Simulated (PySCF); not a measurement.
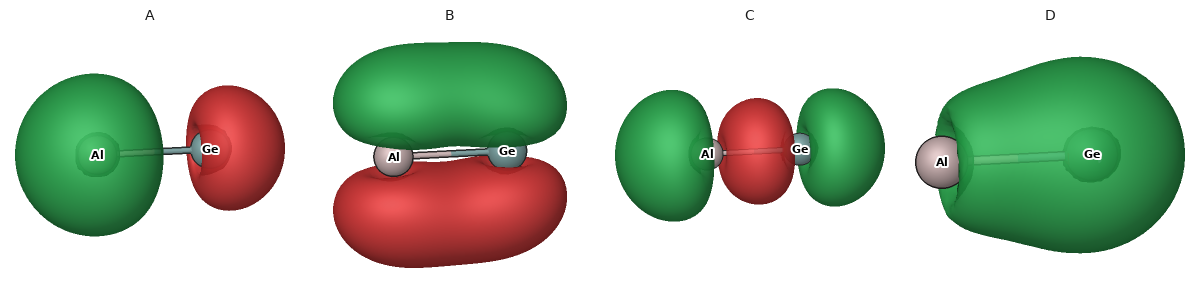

AlGe (quartet). Four frontier β-spin orbitals, each drawn at the value that holds 80 % of its norm (green and red are the two phases), in no order; of a degenerate pair one member is drawn.

Method: PBE0/x2c-SVPall, spin-free X2C-1e, Gaussian nucleus, at a bond length of 2.466 Å (PySCF).

Label each orbital by symmetry, say whether it is occupied, and order them by energy.

Orbital D: σ, occupied in this spin, −12.21 eV; mainly on Ge (80 %).
Orbital A: σ, occupied in this spin, −7.79 eV; mainly on Al (70 %).
Orbital C: σ, empty in this spin, −2.74 eV; shared between the atoms (Al 50 %, Ge 50 %).
Orbital B: π, empty in this spin, −2.64 eV; bonding, with no node between the atoms.
